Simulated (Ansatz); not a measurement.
## Fields on a plane of SiO2 (rutile)

```
SiO2
1.0
    4.19456     0.00000     0.00000
    0.00000     4.19456     0.00000
    0.00000     0.00000     2.67844
Si O
2 4
Cartesian
  0.00000   0.00000   0.00000
  2.09728   2.09728   1.33922
  1.28378   1.28378   0.00000
  3.38106   0.81350   1.33922
  0.81350   3.38106   1.33922
  2.91077   2.91077   0.00000
```

The slice is a (-1 1 0) plane (indices of the conventional cell) through the point (0.500, 0.500, 0.500) (fractional), spanned by u = [001] and v = [110] in vectors of this cell: u (2.68 Å) and v (5.93 Å, at 90° to u). It covers one period; positions are fractions (u, v).

Atoms on it: Si at (0.50, 0.50); Si at (0.00, 0.00); O at (0.50, 0.81); O at (0.50, 0.19).

Method: PBEsol (plane waves to 420 eV, PAW, scalar-relativistic; Ansatz, a quantum-chemistry and plane-wave program). k mesh 8×8×12. Inside the PAW spheres the values are not all-electron values, and peaks at nuclei hang on which shells count as valence. SiO2 was relaxed with its symmetry unable to fall.

```
|xx1343333431x|
|0158887788851|
|1389998899983|
|248998xx89984|
|13799xxxx9973|
|02688xxxx8862|
|014788xx88741|
|0025899998520|
|0003699996300|
|0001479974100|
|0001235532100|
|0111101101111|
|11110xxxx0111|
|11210xxxx0121|
|11110xxxx0111|
|0111101101111|
|0001235532100|
|0001479974100|
|0003699996300|
|0025899998520|
|014788xx88741|
|02688xxxx8862|
|13799xxxx9973|
|248998xx89984|
|1389998899983|
|0158887788851|
|xx1343333431x|
|xx0121111210x|
```
Scale: ten equal steps from 0.03 (start of '0') to 0.86 (end of '9'), in the order '0123456789'. Values: electron localisation function (ELF). The map has 13 points along u (one character each, u = 0 at the left) and 28 along v (v = 0 in the bottom row). Points within 0.4 Å of a nucleus are blanked (x), as the pseudised field means little there.

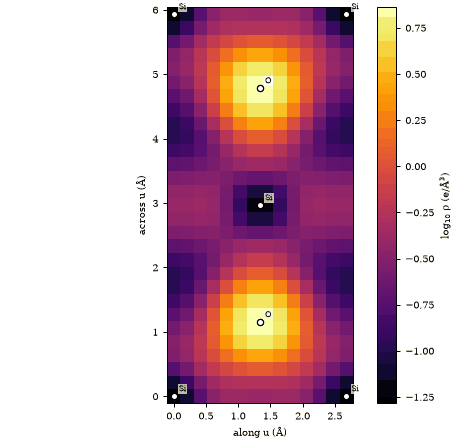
*Log₁₀ of the valence density in e/Å³, one period of the plane, atoms marked. The scale is logarithmic, as a density can span decades between atoms and voids.*

The density on the Si–O line (1.77 Å) at its midpoint is 0.95 e/Å³ and the ELF at that point is 0.8. ELF maximum in the middle third of the Si–O line: 0.86, 1.1 Å from Si. Element round which the density of the highest valence band (whole band, smooth part) is largest on this plane: O.
